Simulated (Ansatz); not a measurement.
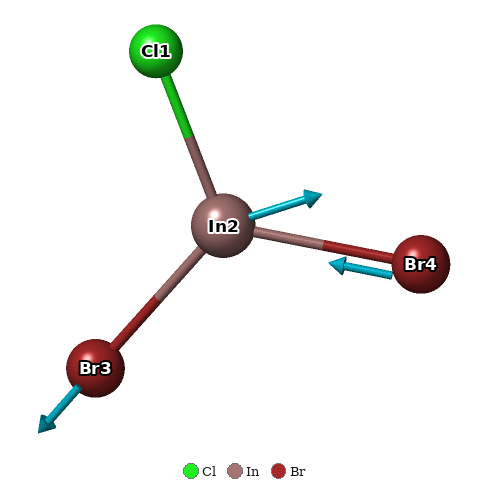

The arrows show one normal mode. Harmonic vibrations computed with RKS PBE0-D4/def2-TZVP, core potentials on In (Ansatz 0.2.0) at a stationary point of the same level.

Describe the motion.

Answer. Mostly out-of-phase stretching of 2 In–Br bonds.

Estimate its harmonic wavenumber.

Answer. 289 cm⁻¹; it is mode 5 of 6 counted from the lowest.
